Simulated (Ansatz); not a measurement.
**ClF3Ti···PH3: density, localisation and related maps**

The calculation's input:

```
crystal:
  periodic: [false, false, false]
  atoms:
    - { symbol: Ti, position_ang: [-0.125983, -0.090895, -0.020953] }
    - { symbol: F, position_ang: [-0.259023, -0.240251, 1.762721] }
    - { symbol: F, position_ang: [1.529541, -0.012207, -0.558335] }
    - { symbol: Cl, position_ang: [-1.369019, 1.52787, -0.828966] }
    - { symbol: F, position_ang: [-0.763157, -1.569301, -0.667306] }
    - { symbol: P, position_ang: [1.28466, 2.921162, 1.426221] }
    - { symbol: H, position_ang: [2.567165, 2.318633, 1.690181] }
    - { symbol: H, position_ang: [1.382937, 2.662451, 0.010753] }
    - { symbol: H, position_ang: [0.582779, 1.711937, 1.705485] }
basis:
  gaussian: { orbitals: def2-SVP }
hamiltonian:
  xc: pbe
relax:
  f_tol: 0.03
  max_steps: 50
output:
  orbitals: {}
```

Run with:

```sh
ansatz run input.yaml --threads 4 --pin off --max-ram 5120MiB --backend cpu --events-out ev --progress --plain --runs-dir out
```

The fields are those of the run's last geometry, not of the input's.

The calculation used RKS PBE/def2-SVP (Ansatz).

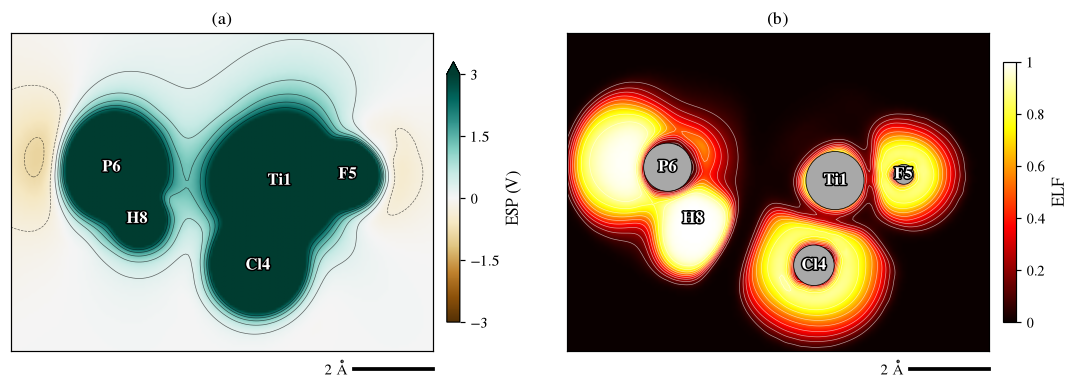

Figure 1. (a) electrostatic potential; (b) ELF on the plane of atoms Cl4, Ti1 and F5. Grey discs cover the atomic cores in the ELF map.

### Describe what can be read from this map.

The plane passes through Ti, Cl, F, P and H nuclei.
Ti1···P6 (4.22 Å): the ELF dips to about 0 between them (a non-bonded, intermolecular contact).
Ti–F (1.74 Å): the ELF peaks at about 0.80 in the valence shell of F, 0.5 Å from its nucleus, and drops to about 0.25 between the two atoms.
Ti–Cl (2.19 Å): the ELF peaks at about 0.85 in the valence shell of Cl, 0.8 Å from its nucleus, and is about 0.40 at the midpoint.
P–H (1.44 Å): the ELF climbs to about 1 towards the hydrogen, as it does in any bond to H.
The ELF also peaks beside P6, away from the bonds: lone-pair regions.
Outside the dense part of the complex the potential is most negative (−0.9 V) near P6.

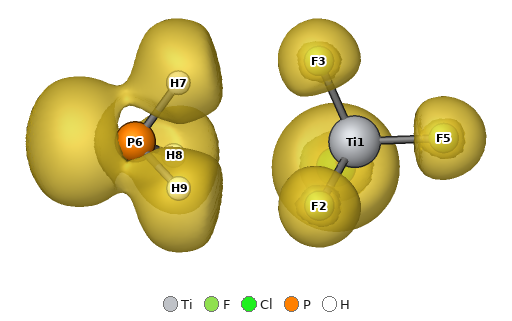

Figure 2. Isosurface of the electron localisation function at 0.75 (yellow), seen from one side. Only the valence region is drawn (cores and ρ < 0.01 e/Å³ removed).

### What do the ELF domains correspond to?

The surface consists of one region wrapped around Cl (its valence shell), three regions wrapped around F (the valence shell of each) and one joined region spread over several atoms (H, P), in which their bonds and any lone pairs are merged.

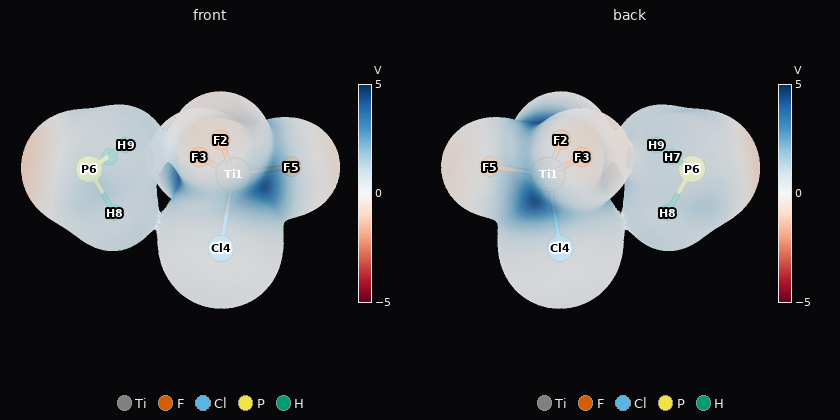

Figure 3. The molecular electrostatic potential painted on the density surface at 0.004 e/bohr³, seen from the front and from behind; red is negative and blue positive.

### Describe the electrostatic potential map.

The most negative region (about −0.9 V) lies over P6, the most positive (about +4.2 V) over Ti1.
